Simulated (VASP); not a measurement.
Shape and ions are relaxed at each volume.

Energy against volume of PbO$_{2}$ (rutile). Level of theory: MS2 meta-GGA, VASP's PBE PAW potentials (set 64) (plane waves; VASP).

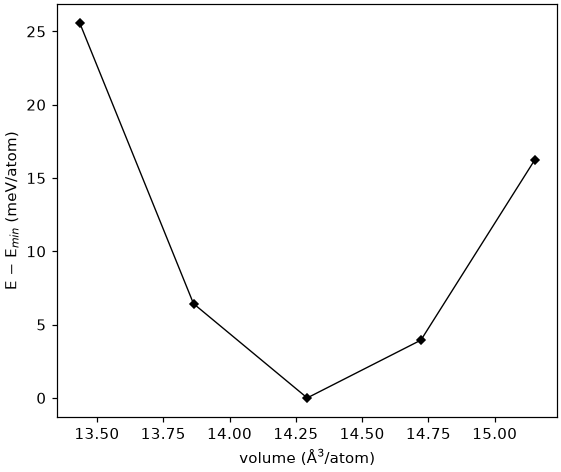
Figure. Energy against volume

Question: Estimate the equilibrium volume and the bulk modulus.

Answer: The minimum lies near 14.3 Å³/atom, and the curvature gives B0 of about 130 GPa.

The compound is PbO2 in the rutile structure. It was relaxed first.
